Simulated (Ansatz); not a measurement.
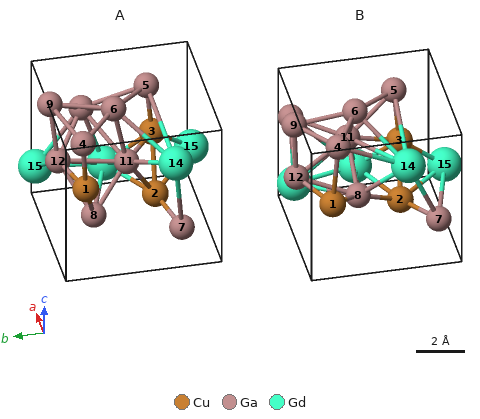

Two geometries of an amorphous cell of composition GdGa$_{3}$Cu (coarse preliminary run), drawn at one scale. One is the start of a relaxation, the other its converged end. A ball-and-stick model of the cell of the calculation (origin shifted), seen from a free direction.

Level of theory: DFT PBEsol, scalar-relativistic, plane waves, PAW (Ansatz). Settings: plane-wave cutoff 420 eV; k-point mesh 1 × 1 × 1; occupations gaussian; smearing width 0.05 eV; collinear spin; cell relaxed at fixed shape; force threshold 0.05 eV/Å; at most 45 steps.

Which of the two is the end point?

Structure B is the relaxed one. A Ga atom moves most relative to the cell: 1.60 Å along [2 1 1]. By element the largest moves are Ga 1.60 Å, Gd 0.78 Å, Cu 0.53 Å. Cell: a = b = c 6.702 → 6.464 Å (−3.6 %). Volume −10.3 %. Among the contacts that change: Ga–Ga 4.208 → 2.563 Å, Ga–Ga 2.957 → 4.489 Å, Cu–Ga 4.027 → 2.496 Å, Ga–Gd 4.494 → 3.118 Å. New bonds form, among them: Cu–Ga (3.52 → 2.42 Å), Cu–Ga (4.03 → 2.50 Å), Ga–Gd (4.21 → 3.19 Å), Ga–Gd (4.49 → 3.12 Å). Bond angles that change, for instance: Ga–Ga–Gd 99.3° → 154.1°, Cu–Ga–Ga 139.1° → 84.4°, Ga–Cu–Ga 160.5° → 107.8°. After 27 accepted moves (29 points after the start) the energy has fallen by 122 meV per atom. Largest force component: 0.84 eV/Å at the start, 0.019 eV/Å at the end. Pressure: −4.67 GPa at the start and 0.01 GPa at the end. The line search rejected the trial step at point 25 of the run. At 1 point the geometry stayed and the basis and grid were re-selected for the new cell (energy shift of 0.6 meV per atom at most each time).

Limits of the set-up: the k-point mesh is coarse for a cell with partly filled bands; the periodic images lie only 6.7 Å apart, so the values are limited by the cell's size.
